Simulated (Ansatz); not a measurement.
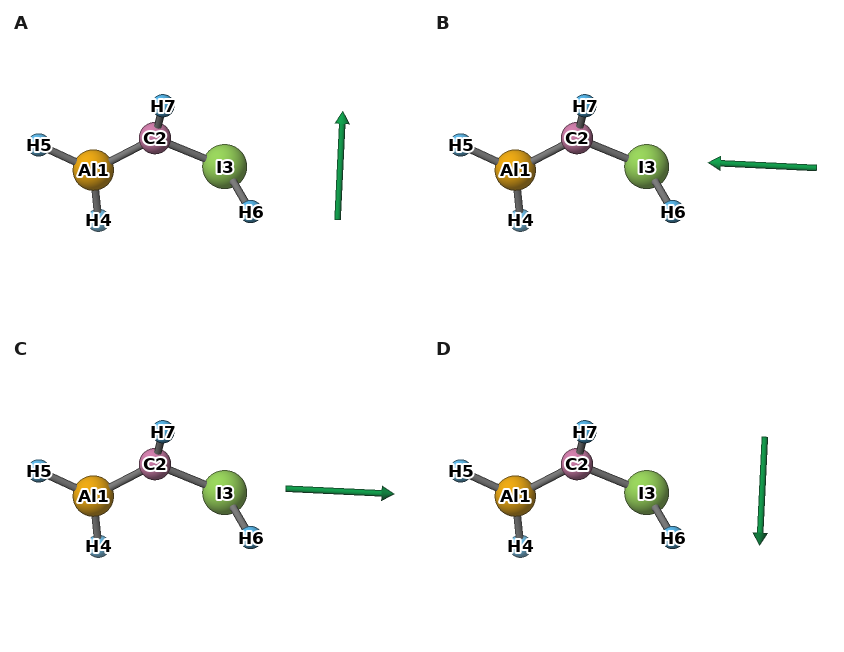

The same molecule four times, each with an arrow. The computed structure is the end point of a PBE-D4/def2-SVP optimisation. No frequency run is at hand to confirm it as a minimum. Properties computed with RKS PBE-D4/def2-SVP, core potentials on I (Ansatz 0.2.0).

Which arrow points along the dipole moment, from the negative to the positive end?

Answer. C. The dipole moment is 3.15 D; it points from the side of H5 to the side of H6 (the outermost atoms at the two ends).
